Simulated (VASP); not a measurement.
Band structure of Ni (fcc). Computed with PW91 GGA, VASP's PBE PAW potentials (set 64) (plane waves; VASP).

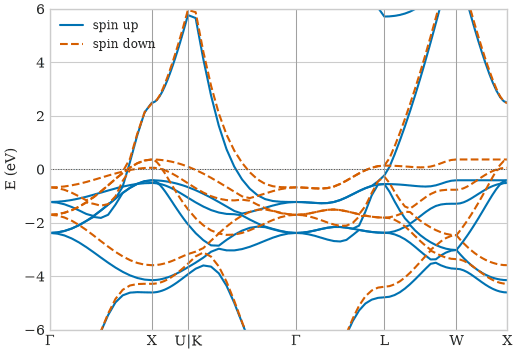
Figure: Bands along high-symmetry lines, zero at the valence-band maximum or, without a gap, the Fermi level

Task: Read the plot: is there a gap, and where are the band edges?

Result: It has no gap at this level: it comes out as a metal or semimetal. (Edges off the drawn lines would not show.)

The compound is Ni in the fcc structure. It was relaxed first.
